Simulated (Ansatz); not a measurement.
System: CH₃NSi (charge +1, doublet).

```csv
atom,x (Å),y (Å),z (Å)
C,-0.3024,0.0209,1.9393
N,0.0883,1.0776,1.6967
Si,0.6458,2.7418,1.1388
H,-0.6725,-0.9791,2.1677
H,2.1177,2.6514,1.2771
H,-0.1281,3.6511,2.0151
```

Geometry: B3LYP-D3(BJ)/def2-SVP.

The calculation used isolated molecule in a Gaussian basis; Kohn-Sham density functional theory, functional PBE0 in Ansatz.

Q: What can the converged electron density, electron localisation function and spin density tell about the bonding?

A: C–N (1.15 Å): ρ at the midpoint is about 3.6 e/Å³; the ELF peaks at about 0.85 between the atoms: a short, multiple covalent bond.
Si–N (1.84 Å): the density is about 0.81 e/Å³ at the midpoint; the ELF peaks at about 0.95 between the atoms, as expected for a shared but strongly polarised pair.
C–H (1.09 Å): ρ is about 2.2 e/Å³ halfway; the ELF climbs to about 1 towards the hydrogen, as it does in any bond to H: a covalent bond by its length.
Si–H (1.48 Å): ρ at the midpoint is about 0.86 e/Å³; the ELF climbs to about 1 towards the hydrogen.
The unpaired spin (1 electron) lies mostly on Si3 (about 0.8) and C1 (about 0.1), in electrons by Hirshfeld's partition.

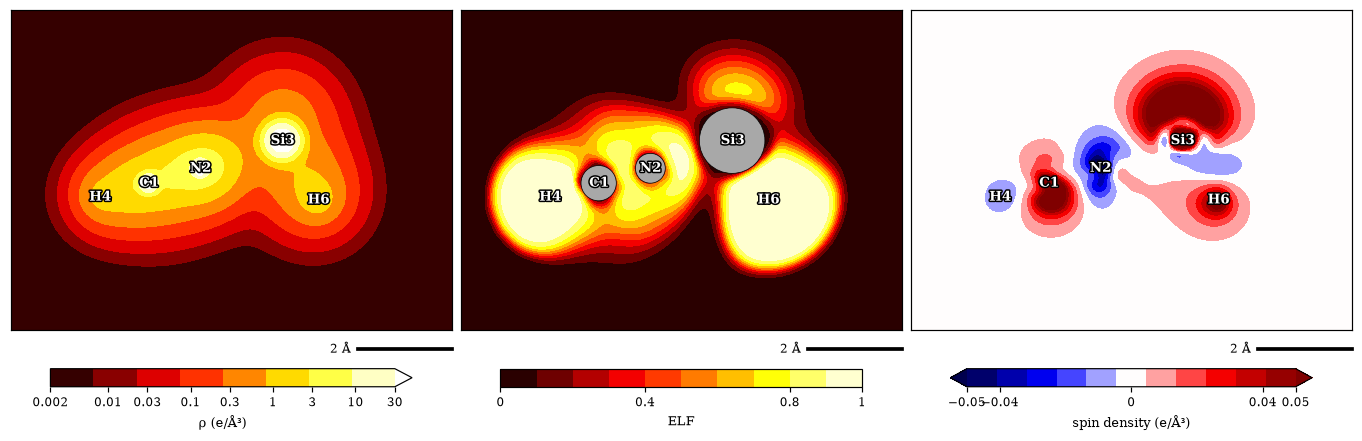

Computed electron density, electron localisation function and spin density on the plane of atoms N2, Si3 and H6, in this order. Grey discs cover the atomic cores in the ELF map. 
